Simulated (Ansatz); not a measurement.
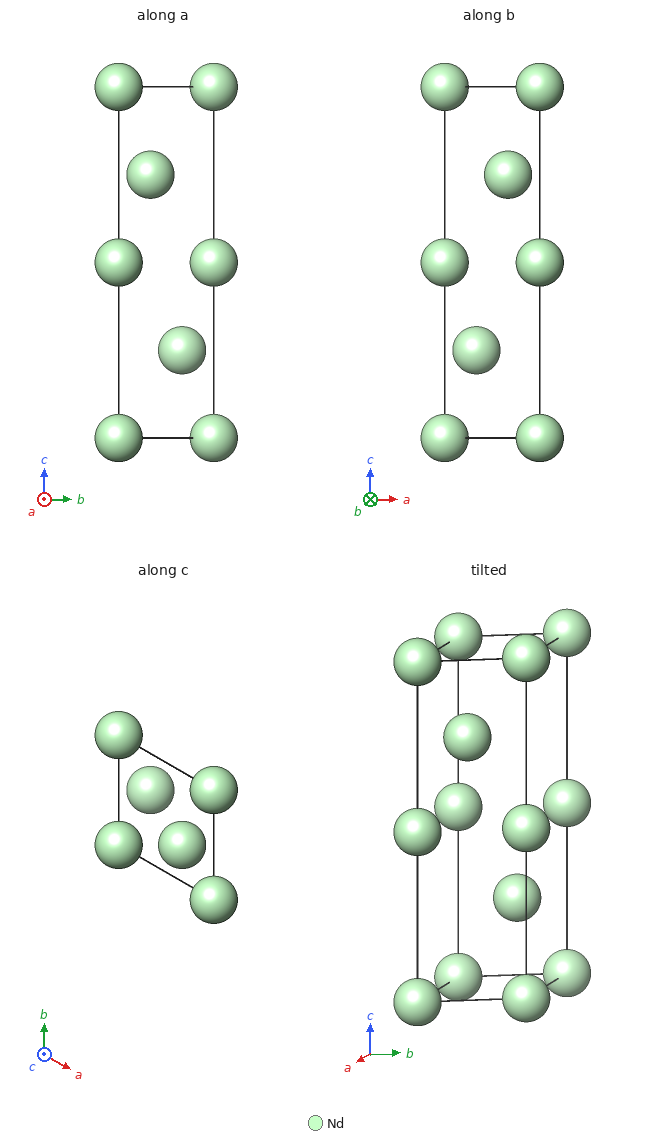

Drawn in the spheres-only manner and seen along the a axis, along the b axis, along the c axis and slightly off an axis. The box is the conventional unit cell; atoms on or close to its faces, edges and corners are drawn wherever they repeat.

Lattice parameters: a = 3.686 Å, b = 3.686 Å, c = 11.785 Å, α = 90.00°, β = 90.00°, γ = 120.00°. Put a along x and b in the xy plane.

Question: Reconstruct the structure as a POSCAR file.

Answer:
```
Nd
1.0
     3.686    0.000    0.000
    -1.843    3.192    0.000
     0.000    0.000   11.785
Nd
4
Direct
  0.0000 0.0000 0.0000
  0.0000 0.0000 0.5000
  0.3333 0.6667 0.2500
  0.6667 0.3333 0.7500
```

Provenance: a structure type known for this element. Earlier steps of the study may have refined or changed the cell and positions. It was set up as input for a calculation with Ansatz.
